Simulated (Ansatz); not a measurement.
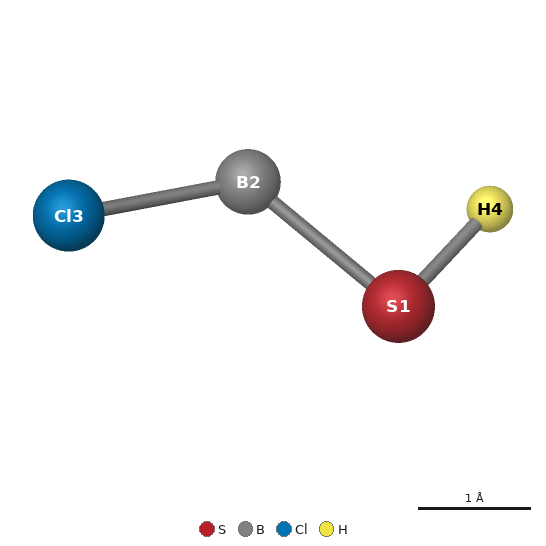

(Drawn from a calculation with Ansatz.)

Atoms carry their numbers in the input. Charge 0, doublet. Geometry: moved along internal coordinates away from the minimum.

**What is the geometry at S1?**

S1 has 2 neighbours (B2 at 1.77, H4 at 1.34 Å); the arrangement is bent.

**Describe the coordination of atom 2.**

B2 has 2 neighbours (S1 at 1.77, Cl3 at 1.72 Å); the arrangement is bent.
